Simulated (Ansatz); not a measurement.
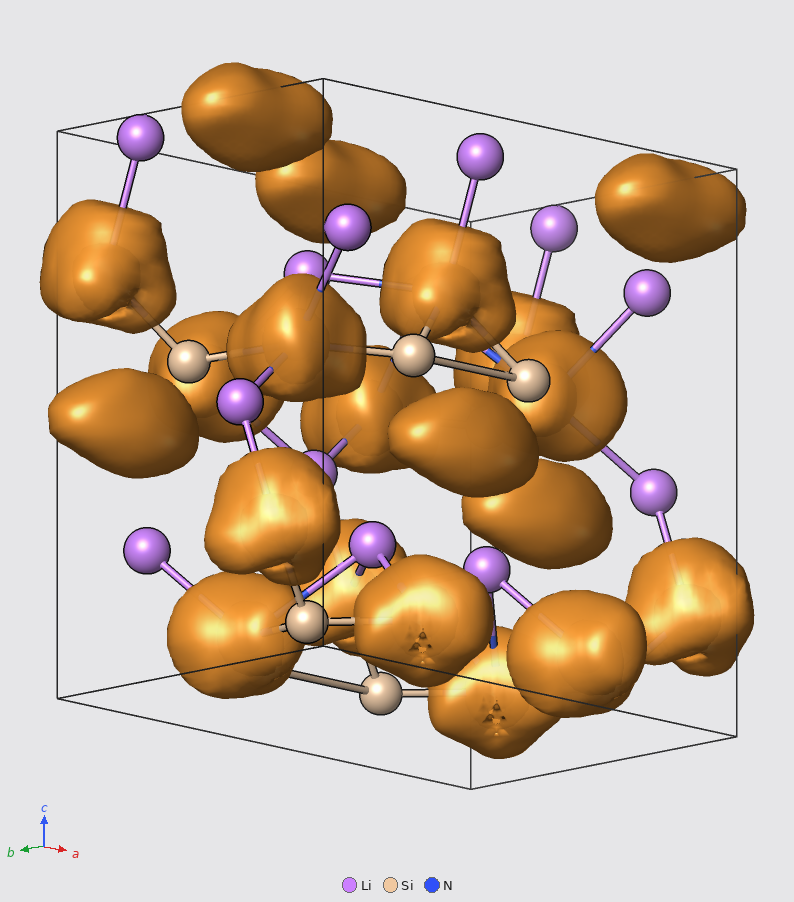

Figure. Li3Si2N3. Isosurface of the ELF at 0.75 (orange), seen at an oblique angle. Only the valence region is drawn (cores and ρ < 0.01 e/Å³ removed). Sticks mark near contacts.

Space group Cmc2₁; a generated structure, not necessarily the stable one.

Method: DFT PBE, scalar-relativistic, plane waves, PAW in Ansatz.

Core electrons are frozen (PAW), and the valence fields are smoothed inside the atomic spheres.

Describe the localisation domains.

The ELF exceeds this value in twelve regions on N in which the atom's valence shell and bonds are merged and four pockets between the atoms, centred on no nucleus (multi-centre or interstitial), counted in one cell of 32 atoms. Regions shared between cells count once. Profiles from the grid: Si–N (1.72 Å): the ELF peaks at about 0.85 between the atoms. Li–N (2.00 Å): the ELF peaks at about 0.90 in the valence shell of N, 0.8 Å from its nucleus, and falls to about 0 next to Li (an ionic contact with no shared pair).
